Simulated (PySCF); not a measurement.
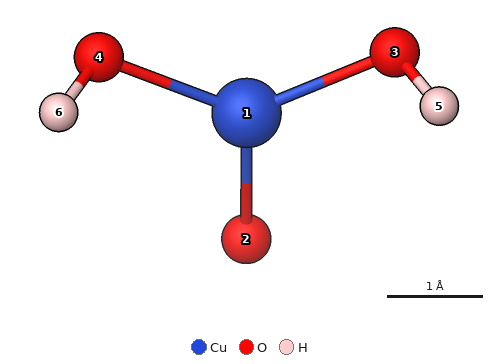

**Figure 1.** The structure as given in the input (ball-and-stick view, seen at a tilt; atoms are numbered from 1 in the order of the input). Sticks mark near contacts. Bond lengths as drawn: Cu–O 1.76 to 1.77 Å and H–O 0.96 Å.

# Frequency calculation, with input and output: CuH₂O₃

System: CuH₂O₃, multiplicity 4.
Method: UKS-based PBE0, Cu def2-TZVP, O def2-TZVP, H def2-TZVP; non-relativistic Hamiltonian; density fitting (PySCF 2.14.0).

The program's output
```
init E= -1866.87361733838
  alpha nocc = 29  HOMO = -0.328515655593866  LUMO = -0.00827841656373351
  beta  nocc = 26  HOMO = -0.298746318381911  LUMO = -0.184230925298732
  HOMO = -0.298746318382  LUMO = -0.184230925299  gap/eV = 3.11612
cycle= 1 E= -1866.87361733787  delta_E= 5.11e-10  |g|= 4.21e-05  |ddm|= 2.79e-05
  alpha nocc = 29  HOMO = -0.328518739058648  LUMO = -0.00827932695245437
  beta  nocc = 26  HOMO = -0.298745958586746  LUMO = -0.184235845700194
  HOMO = -0.298745958587  LUMO = -0.1842358457  gap/eV = 3.11598
cycle= 2 E= -1866.87361733226  delta_E= 5.61e-09  |g|= 0.000147  |ddm|= 8.6e-05
  alpha nocc = 29  HOMO = -0.328515908820011  LUMO = -0.00827847783559577
  beta  nocc = 26  HOMO = -0.298746410560718  LUMO = -0.184231211753436
  HOMO = -0.298746410561  LUMO = -0.184231211753  gap/eV = 3.11612
cycle= 3 E= -1866.87361733833  delta_E= -6.06e-09  |g|= 2.4e-05  |ddm|= 6.23e-05
  alpha nocc = 29  HOMO = -0.328516295584389  LUMO = -0.00827859754063098
  beta  nocc = 26  HOMO = -0.298746304083291  LUMO = -0.184231903379051
  HOMO = -0.298746304083  LUMO = -0.184231903379  gap/eV = 3.11610
cycle= 4 E= -1866.87361733848  delta_E= -1.52e-10  |g|= 1.11e-06  |ddm|= 9.78e-06
  alpha nocc = 29  HOMO = -0.328516198986447  LUMO = -0.00827858187214758
  beta  nocc = 26  HOMO = -0.298746173003651  LUMO = -0.184231813760371
  HOMO = -0.298746173004  LUMO = -0.18423181376  gap/eV = 3.11609
cycle= 5 E= -1866.87361733849  delta_E= -7.73e-12  |g|= 1.12e-06  |ddm|= 8.58e-06
  alpha nocc = 29  HOMO = -0.328516318577179  LUMO = -0.00827859047039681
  beta  nocc = 26  HOMO = -0.298746398861815  LUMO = -0.184231926215589
  HOMO = -0.298746398862  LUMO = -0.184231926216  gap/eV = 3.11610
Extra cycle  E= -1866.87361733848  delta_E= 9.09e-13  |g|= 2.92e-06  |ddm|= 2.76e-06
converged SCF energy = -1866.87361733848  <S^2> = 3.7718182  2S+1 = 4.0108943
```

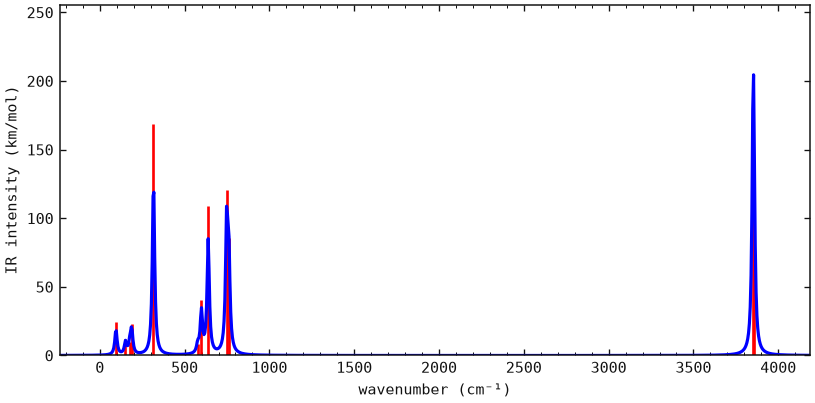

**Figure 2.** Harmonic infrared spectrum, unscaled: sticks (degenerate modes added up, dark ones marked on the axis) with a Lorentzian envelope of 16 cm⁻¹ full width, scaled to the tallest stick. 12 modes from 95 to 3856 cm⁻¹, none imaginary. The strongest line is at 3852 cm⁻¹ (205 km/mol). All modes, in cm⁻¹ (km/mol): 95 (24), 151 (11.7), 177 (9.9), 188 (23), 317 (169), 578 (8.1), 599 (40), 639 (109), 748 (121), 761 (86), 3852 (205), 3856 (87).

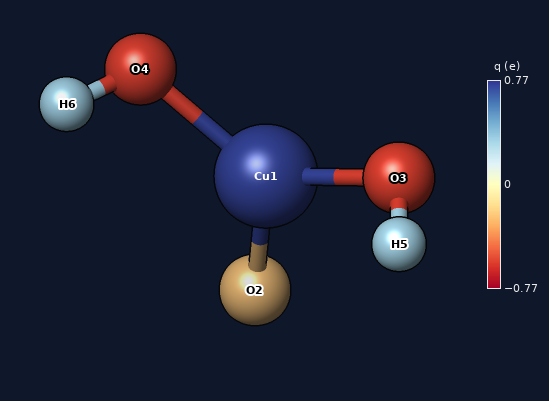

**Figure 3.** Mulliken charges, as the colour of each atom (ball-and-stick view, seen at a tilt; atoms are numbered from 1 in the order of the input; Mulliken charges depend strongly on the basis). By element: Cu +0.73, O −0.58 to −0.23 and H +0.33 e.

The run was set up as follows.

The input
```python
from pyscf import gto, scf, dft
mol = gto.M(atom='''
Cu     0.009721    -0.002383    -0.024185
O      1.706209    -0.241531     0.363321
O     -0.580298     1.654371    -0.234702
O     -1.041356    -1.425041    -0.116655
H     -0.677907     2.152063     0.584200
H     -1.271065    -1.809646     0.736070''',
    basis={'Cu': 'def2-TZVP', 'O': 'def2-TZVP', 'H': 'def2-TZVP'},
    charge=0, spin=3)
mf = dft.UKS(mol, xc='PBE0')
mf.grids.atom_grid = (75, 302)
aux = {'Cu': 'def2-universal-JKFIT', 'O': 'def2-universal-JKFIT', 'H': 'def2-universal-JKFIT'}
mf = mf.density_fit(auxbasis=aux)
mf.conv_tol = 1e-09
mf.diis_space = 10
mf.max_cycle = 60
mf.verbose = 4
mf.kernel()
```

The script is an equivalent of the set-up of the self-consistent field. The run itself was carried out by a driver, which started from the orbitals of the step before it where there was one and computed the further properties.

Launched with:
```bash
OMP_NUM_THREADS=4 python axn.py task.json out
```

Summary

| quantity | value |
| --- | --- |
| outcome | converged |
| total energy | −1866.873617 hartree |
| ⟨S²⟩ | 3.772 |
| zero-point energy | 0.027250 hartree |
| dipole moment | 2.49 D |
| wavenumbers, lowest and highest | 95 and 3856 cm⁻¹ |
| hardware | 4 threads of Arm Neoverse V1, 112 GiB of memory available, shared host |
| wall time | 5.4 min (CPU time 17 min) |
| peak memory | 2 GiB |
